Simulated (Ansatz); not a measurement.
# CH2ClSi+: functionals against CCSD(T) at one geometry

How do the functionals fare away from a minimum? The structure is a structure displaced at random from a GFN2-xTB minimum.

Computed with Ansatz 0.2.0, Gaussian basis. Level: single points in def2-TZVPP.

Cores are frozen in the correlated methods.

### 1 The starting structure

SMILES `C=[Si+]Cl`, 5 atoms, charge 1, spin multiplicity 1.

Atoms are counted from 1 here; the program's logs count them from 0.

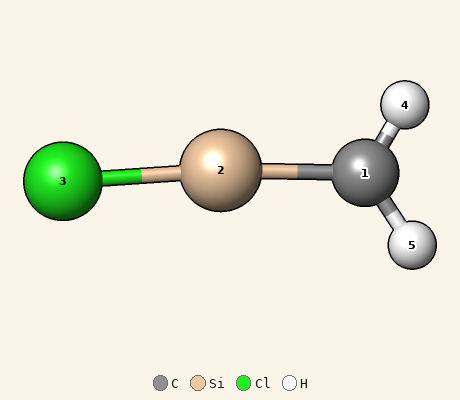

Start geometry, drawn with carbon grey, silicon light orange, chlorine green, hydrogen white; atoms are numbered from 1 in the order of the file.

As a file:

| atom | x (Å) | y (Å) | z (Å) |
| --- | --- | --- | --- |
| C1 | -0.49400 | 0.56730 | -0.39190 |
| Si2 | 0.53860 | -0.58080 | 0.47560 |
| Cl3 | 1.64750 | -1.93900 | 1.29680 |
| H4 | -0.69760 | 1.40960 | 0.01360 |
| H5 | -0.82880 | 0.42700 | -1.37620 |

### 2 CCSD(T)/def2-TZVPP

run/in.yaml

```yaml
crystal:
  periodic: [false, false, false]
  atoms:
    - {symbol: C, position_ang: [-0.494000, 0.567300, -0.391900]}
    - {symbol: Si, position_ang: [0.538600, -0.580800, 0.475600]}
    - {symbol: Cl, position_ang: [1.647500, -1.939000, 1.296800]}
    - {symbol: H, position_ang: [-0.697600, 1.409600, 0.013600]}
    - {symbol: H, position_ang: [-0.828800, 0.427000, -1.376200]}
basis:
  gaussian: {orbitals: def2-TZVPP}
total_charge: 1
correlation: {method: ccsd_t}
output: {forces: true}
```

The command line of these runs was not kept.

### 3 PBE0-D4/def2-TZVPP

run/in.yaml: that of step 2 with these lines changed.

```diff
@@ -11,3 +11,3 @@
 total_charge: 1
-correlation: {method: ccsd_t}
-output: {forces: true}
+hamiltonian: {xc: pbe0, dispersion: d4}
+output: {forces: true, orbitals: {seedname: orbitals}}
```

### 4 wB97M-V/def2-TZVPP

run/in.yaml: that of step 3 with these lines changed.

```diff
@@ -11,3 +11,3 @@
 total_charge: 1
-hamiltonian: {xc: pbe0, dispersion: d4}
-output: {forces: true, orbitals: {seedname: orbitals}}
+hamiltonian: {xc: {name: wB97M-V}}
+output: {forces: true}
```

### 5 r2SCAN-D4/def2-TZVPP

run/in.yaml: that of step 4 with these lines changed.

```diff
@@ -11,3 +11,3 @@
 total_charge: 1
-hamiltonian: {xc: {name: wB97M-V}}
+hamiltonian: {xc: r2scan, dispersion: d4}
 output: {forces: true}
```

### 6 PBE-D4/def2-TZVPP

run/in.yaml: that of step 5 with these lines changed.

```diff
@@ -11,3 +11,3 @@
 total_charge: 1
-hamiltonian: {xc: r2scan, dispersion: d4}
+hamiltonian: {xc: pbe, dispersion: d4}
 output: {forces: true}
```

### 7 HSE06-D4/def2-TZVPP

run/in.yaml: that of step 6 with these lines changed.

```diff
@@ -11,3 +11,3 @@
 total_charge: 1
-hamiltonian: {xc: pbe, dispersion: d4}
+hamiltonian: {xc: hse06, dispersion: d4}
 output: {forces: true}
```

### 8 revPBE-D4/def2-TZVPP

run/in.yaml: that of step 7 with these lines changed.

```diff
@@ -11,3 +11,3 @@
 total_charge: 1
-hamiltonian: {xc: hse06, dispersion: d4}
+hamiltonian: {xc: {name: revPBE}, dispersion: d4}
 output: {forces: true}
```

(Steps that only read results are left out.)

**Question.** What will these runs give? Wanted: energy less free atoms, CCSD(T)/def2-TZVPP; RMS force component; RMS force error; HOMO and LUMO, PBE0-D4; T1 diagnostic.

**Answer**, as computed:

| quantity | value |
| --- | --- |
| energy less free atoms, CCSD(T)/def2-TZVPP | -6.937 eV |
| RMS force component | 2.642 to 2.780 eV/Å over the methods |
| RMS force error | PBE0-D4 0.216, wB97M-V 0.253, r2SCAN-D4 0.170, PBE-D4 0.161, HSE06-D4 0.209, revPBE-D4 0.160 eV/Å |
| HOMO and LUMO, PBE0-D4 | -12.88 and -9.29 eV |
| T1 diagnostic | 0.017 |

What this shows: Against CCSD(T) the functionals' energies less atoms differ by -1.008 to -0.493 eV, PBE-D4 by -1.008 eV. The reference is not at the basis limit: in triple zeta CCSD(T) underbinds, which counts against methods that bind more; the gaps are no ranking. The forces of revPBE-D4 come nearest to CCSD(T), those of wB97M-V are farthest. Frozen-core CCSD(T) forces in triple zeta carry basis errors of their own, and this is one geometry, so small gaps rank nothing. The restricted Hartree–Fock reference is unstable towards an unrestricted one at one or more of these structures.
